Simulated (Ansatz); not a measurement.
## Electronic structure of ClH2Si···NH3 (doublet) in real space

Input

```
crystal:
  periodic: [false, false, false]
  atoms:
    - { symbol: Si, position_ang: [0.0, 0.0, 0.0] }
    - { symbol: H, position_ang: [0.0, 0.0, 1.71] }
    - { symbol: H, position_ang: [1.3768, 0.0, -0.4862] }
    - { symbol: H, position_ang: [-0.6877, 1.1914, -0.4862] }
    - { symbol: Cl, position_ang: [-1.0032, -1.7381, -0.7093] }
    - { symbol: "N", position_ang: [0.0, 0.0, 3.07] }
    - { symbol: H, position_ang: [-0.496, -0.7725, 3.6] }
    - { symbol: H, position_ang: [0.496, 0.7725, 3.6] }
magnetization:
  spin_polarized: true
  initial_magnetization: 1
basis:
  gaussian: { orbitals: "6-31G*" }
hamiltonian:
  xc: b3lyp
  dispersion: d4
relax:
  f_tol: 0.15
  max_steps: 25
  restrain:
    - { distance: [1, 5], at: 1.06, k: 30.0 }
    - { distance: [0, 1], at: 2.66, k: 30.0 }
output:
  orbitals: {}
```

Run with:

```sh
ansatz run input.yaml --threads 1 --pin off --max-ram 2048MiB --backend cpu --events-out ev --progress --plain --runs-dir out
```

The fields are those of the run's last geometry, not of the input's.

Not at a stationary point (largest force 0.8 eV/Å).

The calculation used UKS B3LYP-D4/6-31G* (Ansatz).

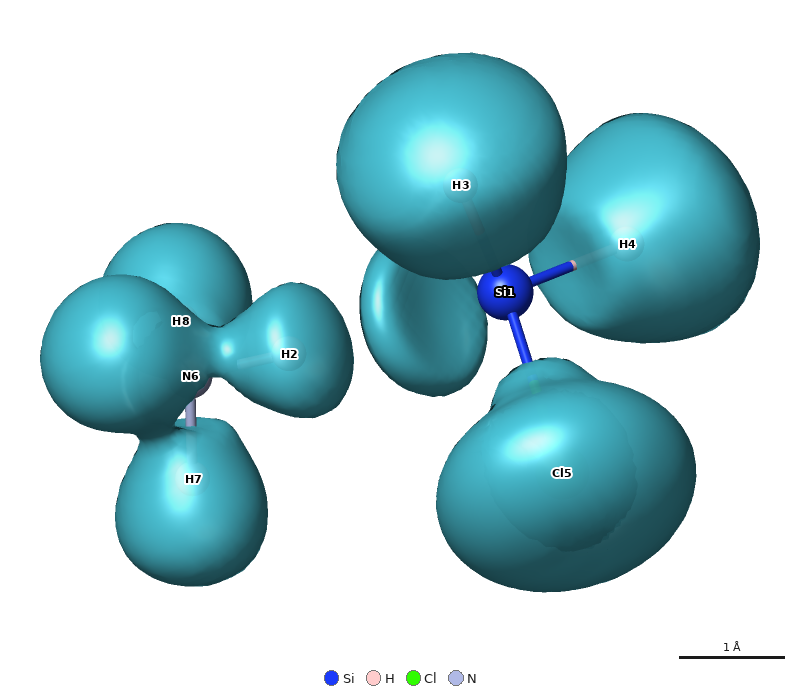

Figure 1. Isosurface of the ELF at 0.8 (cyan), seen at an oblique angle. Only the valence region is drawn (cores and ρ < 0.01 e/Å³ removed).

> Where are the electrons localised?

The ELF exceeds this value in two regions around hydrogen nuclei, one region on Cl in which the atom's valence shell and bonds are merged, one lobe on Si, pointing away from the bonds (non-bonding electrons) and one joined region spread over several atoms (H, N), in which their bonds and any lone pairs are merged.


Si1···H2 (2.66 Å): the ELF dips to about 0.10 between them. Si–Cl (2.08 Å): the ELF peaks at about 0.90 between the atoms: a polar covalent bond.

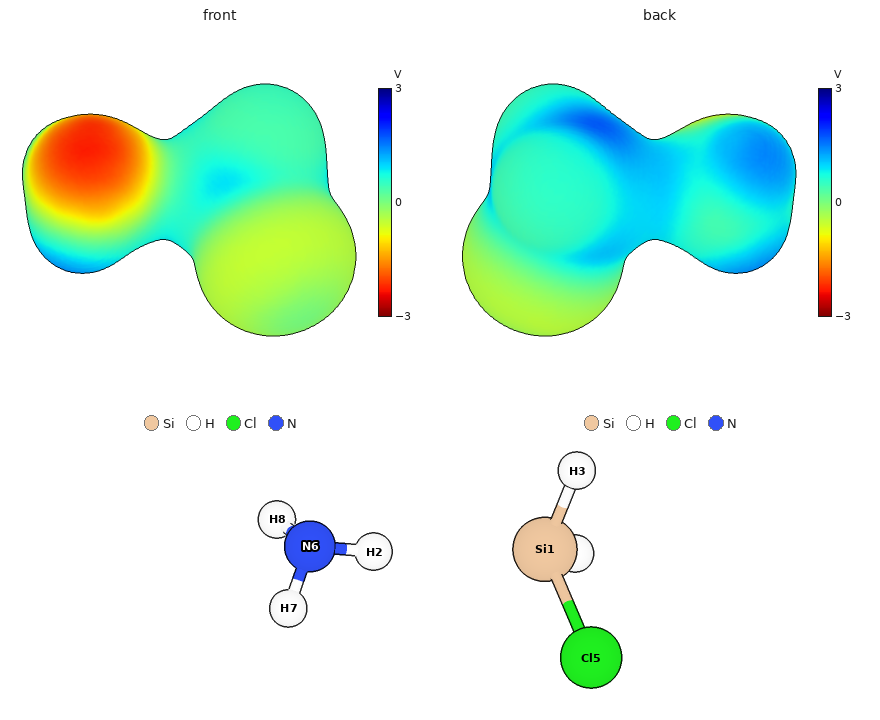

Figure 2. The molecular electrostatic potential painted on the density surface at 0.002 e/bohr³, seen from the front and from behind; red is negative and blue positive. The bare structure is drawn below in the same view.

> Where is the surface potential most negative and most positive?

The most negative region (about −2.2 V, or −51 kcal/mol for a unit charge) lies over N6, the most positive (about +1.6 V, or +37 kcal/mol for a unit charge) over Si1. N6 is the likeliest acceptor of a hydrogen bond.

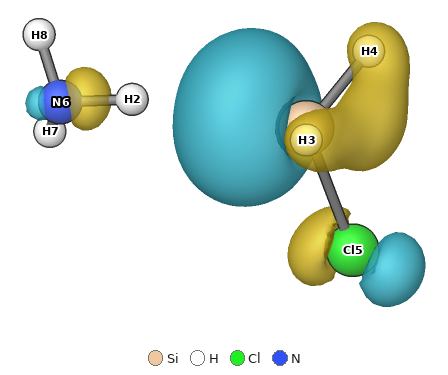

Figure 3. The LUMO (β) at ±0.15 Å⁻³ᐟ² (yellow and cyan are the two phases), seen at a tilt.

> What is the character of this orbital?

It lies mainly on Si1 (about 65 %), Cl5 (about 10 %) and H4 (about 5 %). Its energy is −3.41 eV.
